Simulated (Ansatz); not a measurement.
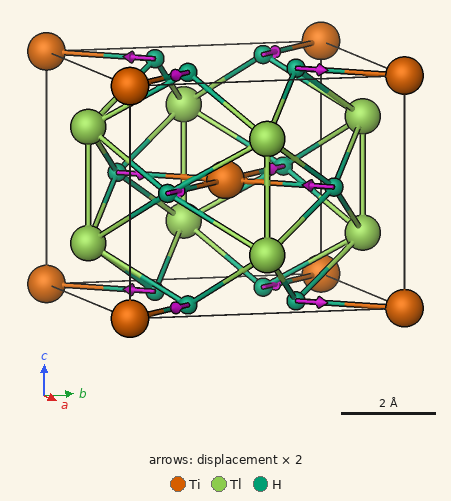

A relaxation of crystalline TiTl$_{2}$H$_{4}$ (built on the YTi2Ga4 type) (coarse preliminary run). The starting structure is drawn; purple arrows show the displacements (the part carried along by the change of the cell is left out), 2 times their true length.

Style: ball-and-stick. Shown: the conventional cell (2 times the calculation's cell), slightly off an axis. Lengths and directions refer to the drawn axes.

Case: YTi2Ga4 type (I4/mmm, No. 139).

Theory: DFT PBE, scalar-relativistic, plane waves, PAW (Ansatz). (plane-wave cutoff 420 eV; k-point mesh 4 × 4 × 4; occupations gaussian; smearing width 0.1 eV; no spin polarisation; cell and atoms relaxed; force threshold 0.04 eV/Å; at most 70 steps)

### Which element moves most?

Hydrogen: up to 0.40 Å, against 0.00 Å for thallium.

### What did the optimiser do to the structure, and how much energy did it gain?

The largest moves relative to the cell, 0.40 Å, are those of H atoms. Tl and Ti stay in place. Cell: a = b 6.150 → 5.217 Å (−15.2 %), c 5.025 → 7.352 Å (+46.3 %). Volume +5.3 %. Among the contacts that change: Tl–Tl 2.512 → 3.676 Å, H–Ti 2.635 → 1.834 Å, H–Tl 2.553 → 2.604 Å. Bonds break, among them: Tl–Tl (2.51 → 3.68 Å). The space group stays I4/mmm (No. 139). The energy falls by 802 meV per atom in 12 accepted moves (15 points after the start). The largest force component goes from 0.34 to 0.0046 eV/Å. The pressure goes from 6.08 to 0.02 GPa. At 3 points the geometry stayed and the basis and grid were re-selected for the new cell (energy shift of 31.4 meV per atom at most each time).

Limits of the set-up: layers or molecules are held without a dispersion correction, so their spacing is unreliable.
